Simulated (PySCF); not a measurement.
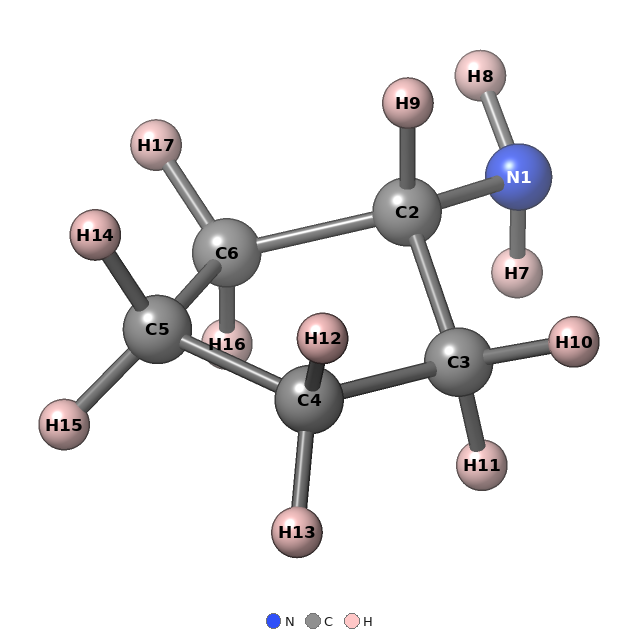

Atoms fade into the background with distance from the viewer. The computed structure is the end point of a PBE0-D3(BJ)/def2-SVP optimisation. No frequency run is at hand to confirm it as a minimum.

What is the conformation of the ring C2–C3–C4–C5–C6?

Answer. It is an envelope, with C2 as the flap. The Cremer–Pople amplitude Q is 0.41 Å.

Give the torsion angles round the ring, beginning with the bond from its second to its third atom.

Answer. 26°, −1°, −24°, 40°, −40°.
